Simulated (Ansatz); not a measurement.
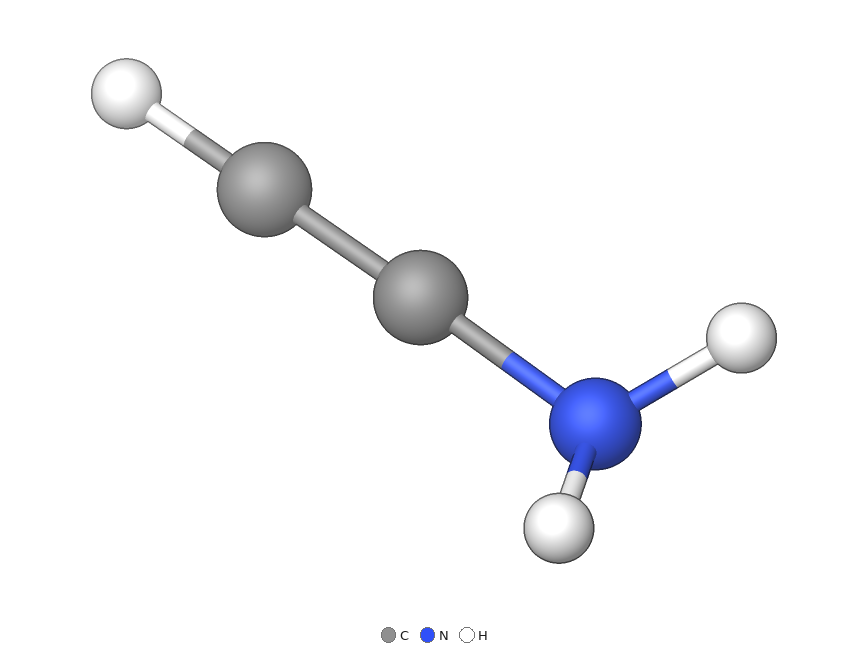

Rendered structure (ball-and-stick style). Every bond is drawn as one stick, whatever its order.

The geometry was computed by an optimisation with PBE0-D4/def2-TZVP. No frequency run is at hand to confirm it as a minimum.

Count the atoms of each element.

Answer. C2H3N, 6 atoms: 2 carbon, 3 hydrogen and 1 nitrogen.

How many bonds of each kind are drawn?

Answer. 2 N–H, 1 C–C, 1 C–N, 1 C–H. Sticks follow a distance rule.

The parts below concern this one geometry. Atoms keep their numbers from picture to picture.

**Dipole moment**

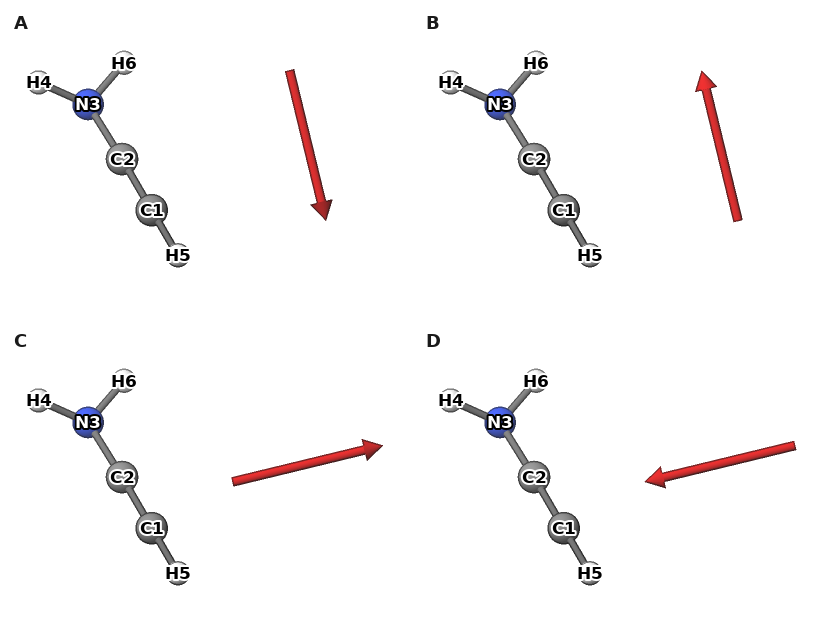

The same molecule four times, each with an arrow. No frequency run is at hand to confirm it as a minimum. Properties computed with RKS PBE0-D4/def2-TZVP (Ansatz 0.2.0).

Which arrow points along the dipole moment, from the negative to the positive end?

Answer. B. The dipole moment is 1.88 D; it points from the side of H5 to the side of H4, H6 (the outermost atoms at the two ends).

**Electronic properties**

No frequency run is at hand to confirm it as a minimum. Level of theory: RKS PBE0-D4/def2-TZVPP (Ansatz 0.2.0).

What is the LUMO energy (Kohn–Sham orbital)?

Answer. 0.81 eV.

Give the HOMO energy (Kohn–Sham orbital) at this level.

Answer. −6.53 eV.

**Charges**

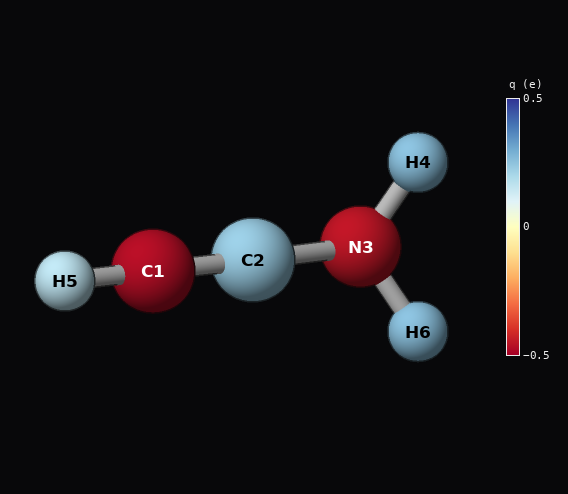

Atoms are coloured by their Mulliken charges. No frequency run is at hand to confirm it as a minimum. Properties computed with RKS PBE0-D4/def2-TZVP (Ansatz 0.2.0).

Which atom carries the highest charge (most positive or least negative)?

Answer. H4, H6 (0.26 e).

And the lowest?

Answer. C1 (−0.47 e).

Give the Mulliken charges atom by atom.

```csv
atom,value (e)
C1,−0.47
C2,0.23
N3,−0.45
H4,0.26
H5,0.17
H6,0.26
```

Mulliken values depend strongly on the basis set and can even reverse the polarity of a bond.
